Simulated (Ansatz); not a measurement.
# doublet C2H5InO+: levels of theory compared

We compute a comparison of 6 runs (U-r2SCAN0/def2-SVP, U-revPBE/def2-SVP, U-wB97M-V/def2-SVP, UB3LYP/def2-SVP, UBLYP/def2-SVP, RPA@PBE/def2-SVP) of doublet C2H5InO+. 

Program for the calculation: Ansatz 0.2.0.

62 further runs of the same task are left out: 62 set aside as unsound or not needed.

### 1 Starting point

The species is C2H5InO+ (9 atoms), meant as a doublet with charge +1. As SMILES of the parent species, `C[C](=O)[InH2]`. The shape is that of a PBE0-D4/def2-TZVP optimisation. That shape belongs to the parent species and isn't relaxed for this state.

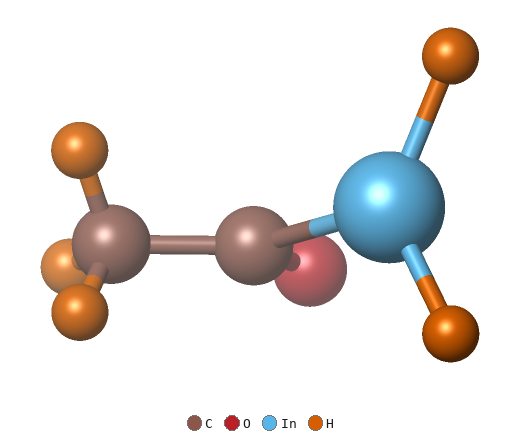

The structure, seen from a chosen angle (carbon brown, oxygen red, indium blue, hydrogen orange).

### 2 The energy at U-r2SCAN0/def2-SVP (core potential) (run 1)

File job.yaml:

```yaml
crystal:
  periodic: [false, false, false]
  atoms:
    - symbol: C
      position_ang: [0.344400, 1.188000, -0.839100]
    - symbol: C
      position_ang: [0.607000, -0.087100, -0.096200]
    - symbol: O
      position_ang: [1.705800, -0.590300, -0.051600]
    - symbol: In
      position_ang: [-0.847800, -1.304800, 1.038800]
    - symbol: H
      position_ang: [1.255300, 1.565500, -1.309800]
    - symbol: H
      position_ang: [-0.427200, 1.011100, -1.595100]
    - symbol: H
      position_ang: [-0.058700, 1.931600, -0.144300]
    - symbol: H
      position_ang: [-1.599800, -2.644700, 0.254600]
    - symbol: H
      position_ang: [-0.978900, -1.069400, 2.742600]
basis:
  gaussian: {orbitals: def2-SVP}
total_charge: 1
magnetization: {spin_polarized: true, initial_magnetization: 1}
hamiltonian: {xc: {name: r2SCAN0}}
accuracy: high
output: {orbitals: {seedname: orbitals}}
```

Command:

```bash
$ ansatz run job.yaml --threads 1 --pin off --max-ram 3480MiB --events-out events.jsonl --progress --plain --runs-dir runs
```

The log of the run:

```text
Warning: RAYON_NUM_THREADS=1 ignored (pool sized by the plan → 1); use --threads N
Functional definition: r2SCAN0
  name "r2SCAN0"
  parameter a = 0.25
  parameter k0 = 0.174
  parameter k1 = 0.065
  parameter a1 = 4.9479
  exchange = (1 - a)*r2scan_x(k0 = k0, k1 = k1, a1 = a1) + a*exact_x
  correlation = r2scan_c
2298 factors; integrals over basis functions are off by at most 8.2e-9 eV
mean field evaluation 1: about -9340.2671 eV, gradient 5.8e1 eV
mean field evaluation 2: about -9073.2789 eV, gradient 1.6e2 eV
mean field evaluation 4: about -9356.2247 eV, gradient 3.7e1 eV
mean field evaluation 8: about -9361.2860 eV, gradient 8.4e-1 eV
mean field evaluation 16: about -9361.4723 eV, gradient 9.3e-3 eV
mean field evaluation 32: about -9361.4723 eV, gradient 2.7e-7 eV
mean field -9361.47231759 eV, -344.0277622375 hartree, gradient 6.2e-8 eV, S^2 0.759139; 0 other end points of the search recorded, 0 dependent functions left out
reference -9361.47232076 eV, -344.0277623539 hartree; 23, 22 occupied and 70, 71 virtual orbitals, 2298 factors
Total energy: -9361.47232076 eV, -344.0277623539 hartree
```

It took 37 s on 1 thread of Arm Neoverse V2, shared host; peak memory 0.66 GiB.

### 3 A single-point energy at U-revPBE/def2-SVP (core potential) (run 2)

File input.yaml:

```yaml
basis:
  gaussian:
    orbitals: def2-SVP
crystal:
  periodic: [false, false, false]
  atoms:
    - symbol: C
      position_ang: [0.344400, 1.188000, -0.839100]
    - symbol: C
      position_ang: [0.607000, -0.087100, -0.096200]
    - symbol: O
      position_ang: [1.705800, -0.590300, -0.051600]
    - symbol: In
      position_ang: [-0.847800, -1.304800, 1.038800]
    - symbol: H
      position_ang: [1.255300, 1.565500, -1.309800]
    - symbol: H
      position_ang: [-0.427200, 1.011100, -1.595100]
    - symbol: H
      position_ang: [-0.058700, 1.931600, -0.144300]
    - symbol: H
      position_ang: [-1.599800, -2.644700, 0.254600]
    - symbol: H
      position_ang: [-0.978900, -1.069400, 2.742600]
output: {orbitals: {seedname: orbitals}}
total_charge: 1
hamiltonian:
  xc: {name: revPBE}
accuracy: high
magnetization:
  spin_polarized: true
  initial_magnetization: 1
```

Command:

```bash
$ ansatz run input.yaml --threads 1 --pin off --max-ram 3480MiB --events-out events.jsonl --progress --plain --runs-dir runs
```

The log of the run:

```text
Warning: RAYON_NUM_THREADS=1 ignored (pool sized by the plan → 1); use --threads N
Functional definition: revPBE
  name "revPBE"
  parameter kappa = 1.245
  parameter beta = 0.06672455060314922
  exchange = pbe_x(kappa = kappa, mu = beta*pi^2/3)
  correlation = pbe_c(beta = beta)
2298 factors; integrals over basis functions are off by at most 8.2e-9 eV
mean field evaluation 1: about -9322.3893 eV, gradient 7.7e1 eV
mean field evaluation 2: about -8701.5864 eV, gradient 2.1e2 eV
mean field evaluation 4: about -9344.4107 eV, gradient 6.7e1 eV
mean field evaluation 8: about -9363.9973 eV, gradient 9.3e-1 eV
mean field evaluation 16: about -9363.9945 eV, gradient 7.9e-4 eV
mean field evaluation 32: about -9362.3572 eV, gradient 3.8e0 eV
mean field -9363.99451308 eV, -344.1204512122 hartree, gradient 1.5e-8 eV, S^2 0.752024; 1 other end points of the search recorded, 0 dependent functions left out
reference -9363.99451887 eV, -344.1204514250 hartree; 23, 22 occupied and 70, 71 virtual orbitals, 2298 factors
Total energy: -9363.99451887 eV, -344.1204514250 hartree
```

Run time: 12 s. Hardware: 1 thread of Arm Neoverse V2, shared host; peak memory 0.33 GiB.

Runs 3 to 4 aren't shown in full; the table further down has their settings and results.

### 4 A single-point energy at UBLYP/def2-SVP (core potential) (run 5)

File job.yaml:

```yaml
crystal:
  periodic: [false, false, false]
  atoms:
    - {symbol: C, position_ang: [0.344400, 1.188000, -0.839100]}
    - {symbol: C, position_ang: [0.607000, -0.087100, -0.096200]}
    - {symbol: O, position_ang: [1.705800, -0.590300, -0.051600]}
    - {symbol: In, position_ang: [-0.847800, -1.304800, 1.038800]}
    - {symbol: H, position_ang: [1.255300, 1.565500, -1.309800]}
    - {symbol: H, position_ang: [-0.427200, 1.011100, -1.595100]}
    - {symbol: H, position_ang: [-0.058700, 1.931600, -0.144300]}
    - {symbol: H, position_ang: [-1.599800, -2.644700, 0.254600]}
    - {symbol: H, position_ang: [-0.978900, -1.069400, 2.742600]}
basis:
  gaussian: {orbitals: def2-SVP}
total_charge: 1
magnetization: {spin_polarized: true, initial_magnetization: 1}
hamiltonian: {xc: {name: BLYP}}
accuracy: high
output: {orbitals: {seedname: orbitals}}
```

Command:

```bash
$ ansatz run job.yaml --threads 1 --pin off --max-ram 3480MiB --events-out events.jsonl --progress --plain --runs-dir runs
```

The log of the run:

```text
Warning: RAYON_NUM_THREADS=1 ignored (pool sized by the plan → 1); use --threads N
Functional definition: BLYP
  name "BLYP"
  parameter beta = 0.0042
  parameter a = 0.04918
  parameter b = 0.132
  parameter c = 0.2533
  parameter d = 0.349
  exchange = b88_x(beta = beta)
  correlation = lyp_c(a = a, b = b, c = c, d = d)
2298 factors; integrals over basis functions are off by at most 8.2e-9 eV
mean field evaluation 1: about -9315.7640 eV, gradient 8.1e1 eV
mean field evaluation 2: about -8663.7591 eV, gradient 2.1e2 eV
mean field evaluation 4: about -9334.9301 eV, gradient 7.6e1 eV
mean field evaluation 8: about -9361.0862 eV, gradient 1.1e0 eV
mean field evaluation 16: about -9361.0867 eV, gradient 6.1e-4 eV
mean field evaluation 32: about -9360.5970 eV, gradient 6.8e0 eV
mean field -9361.08673380 eV, -344.0135922946 hartree, gradient 9.2e-8 eV, S^2 0.752061; 1 other end points of the search recorded, 0 dependent functions left out
reference -9361.08679295 eV, -344.0135944684 hartree; 23, 22 occupied and 70, 71 virtual orbitals, 2298 factors
Total energy: -9361.08679295 eV, -344.0135944684 hartree
```

It took 12 s on 1 thread of Arm Neoverse V2, shared host; peak memory 0.33 GiB.

### 5 The energy at RPA@PBE/def2-SVP (core potential) (run 6)

File molecule.yaml:

```yaml
crystal:
  periodic: [false, false, false]
  atoms:
    - {symbol: C, position_ang: [0.344400, 1.188000, -0.839100]}
    - {symbol: C, position_ang: [0.607000, -0.087100, -0.096200]}
    - {symbol: O, position_ang: [1.705800, -0.590300, -0.051600]}
    - {symbol: In, position_ang: [-0.847800, -1.304800, 1.038800]}
    - {symbol: H, position_ang: [1.255300, 1.565500, -1.309800]}
    - {symbol: H, position_ang: [-0.427200, 1.011100, -1.595100]}
    - {symbol: H, position_ang: [-0.058700, 1.931600, -0.144300]}
    - {symbol: H, position_ang: [-1.599800, -2.644700, 0.254600]}
    - {symbol: H, position_ang: [-0.978900, -1.069400, 2.742600]}
basis:
  gaussian: {orbitals: def2-SVP}
total_charge: 1
magnetization: {spin_polarized: true, initial_magnetization: 1}
hamiltonian: {xc: pbe}
correlation: {method: rpa, frozen_orbitals: {C: 1, H: 0, In: 4, O: 1}}
accuracy: high
```

Command:

```bash
$ ansatz run molecule.yaml --threads 1 --pin off --max-ram 3480MiB --events-out events.jsonl --progress --plain --runs-dir runs
```

The log of the run, shortened:

```text
Warning: RAYON_NUM_THREADS=1 ignored (pool sized by the plan → 1); use --threads N
Functional definition: PBE
  name "PBE"
[...]
2298 factors; integrals over basis functions are off by at most 8.2e-9 eV
[...]
mean field -9358.65381684 eV, -343.9241842456 hartree, gradient 4.1e-8 eV, S^2 0.751895; 1 other end points of the search recorded, 0 dependent functions left out
7 core orbitals not correlated: weight in the atoms' cores, before any rotation towards them, 1.000 or more for the frozen orbitals, at most 0.000 for the correlated occupied ones
reference -9311.94821846 eV, -342.2077851631 hartree; 16, 15 occupied and 70, 71 virtual orbitals, 2298 factors
Total energy: -9336.16344359 eV, -343.0976782731 hartree
```

It took 29 s on 1 thread of Arm Neoverse V2, shared host; peak memory 0.56 GiB.

### 6 The series

| run | level | frozen core orbitals | energy (Eh) | HOMO energy (eV) | LUMO energy (eV) | ⟨S²⟩ | wall time |
| --- | --- | --- | --- | --- | --- | --- | --- |
| 1 | U-r2SCAN0/def2-SVP (core potential) | – | -344.027762 | -13.50 | -10.15 | 0.759 | 37 s |
| 2 | U-revPBE/def2-SVP (core potential) | – | -344.120451 | -12.17 | -11.13 | 0.752 | 12 s |
| 3 | U-wB97M-V/def2-SVP (core potential) | – | -343.976014 | -15.45 | -8.29 | 0.756 | 2.5 min |
| 4 | UB3LYP/def2-SVP (core potential) | – | -344.173209 | -13.17 | -10.55 | 0.755 | 17 s |
| 5 | UBLYP/def2-SVP (core potential) | – | -344.013594 | -12.07 | -11.09 | 0.752 | 12 s |
| 6 | RPA@PBE/def2-SVP (core potential) | 7 | -343.097678 | – | – | 0.752 | 29 s |

### 7 Outcome

```
                                quantity          value
                     run 6: total energy  -343.09768 Eh
 run 6: RPA correlation energy (valence)     -889.9 mEh
run 6: ⟨S²⟩ of the reference determinant          0.752
```

In words: Totals of different functionals can't be ranked against each other. All runs together took 4.3 min, the longest 2.5 min.
